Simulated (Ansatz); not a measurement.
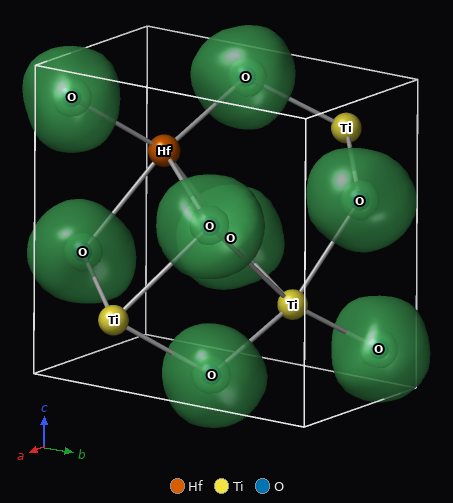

HfTi$_{3}$O$_{8}$. Isosurface of the electron localisation function at 0.65 (green), seen slightly off an axis. Core shells and regions of very low density are left out. Sticks mark near contacts.

Space group P1; a structure from a database of computed crystals, not necessarily the ambient phase; started from the monoclinic host prototype, which need not be the ambient phase; computed pressure about 6 GPa in this cell; computed without spin polarisation.

All numbers below come from Ansatz 0.2.0, DFT, PBE, plane waves, PAW.

In a PAW calculation such maps are meaningful between the atoms, not at the nuclei.

Question: What do the ELF domains correspond to?

Answer: The ELF exceeds this value in eight regions wrapped around O (the valence shell of each), counted in one cell of 12 atoms. Regions shared between cells count once. Along the contacts the grid gives the following. Ti–O (1.83 Å): the ELF peaks at about 0.80 in the valence shell of O, 0.6 Å from its nucleus, and is about 0.25 at the midpoint; no shared electron pair shows on this line. Hf–O (2.04 Å): the ELF peaks at about 0.85 in the valence shell of O, 0.6 Å from its nucleus, and drops to about 0.20 between the two atoms: no localised pair shows between them.
